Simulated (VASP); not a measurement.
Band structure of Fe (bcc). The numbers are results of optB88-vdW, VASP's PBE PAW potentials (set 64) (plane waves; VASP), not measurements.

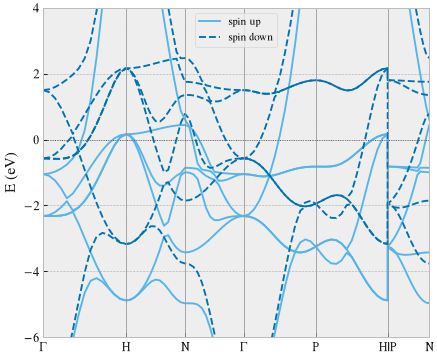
Figure: Bands along high-symmetry lines, zero at the valence-band maximum or, without a gap, the Fermi level

Problem. Read the plot: is there a gap, and where are the band edges?

Solution. It has no gap at this level: it comes out as a metal or semimetal. (Edges off the drawn lines would not show.)

The compound is Fe in the bcc structure. It was relaxed first, which changed the volume by -5 %.
